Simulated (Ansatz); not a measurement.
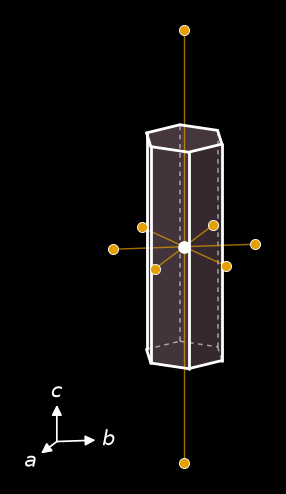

Crystal: La, coordinates from a relaxation with DFT, RPBE, plane waves (420 eV) with PAW, scalar-relativistic in Ansatz 0.2.0. The Wigner–Seitz cell of the crystal's lattice, with lines to the lattice points that define its faces. All values are computed from the atomic coordinates in the standard setting (tolerance 0.002 Å).

a = 3.837 Å, b = 3.837 Å, c = 12.326 Å, α = 90.00°, β = 90.00°, γ = 120.00°; lattice centring P.

What is the cell's combinatorial type?

Answer. A hexagonal prism: 8 faces (6 with 4 edges, 2 with 6 edges), 18 edges, 12 vertices. Its volume is that of the primitive cell, 157.1 Å³.

Which lattice vectors do the faces bisect?

Answer.
```tsv
example	length (Å)	faces	edges of each	area (Å²)
a + b	3.84	6	4	27.3
c	12.33	2	6	12.7
```
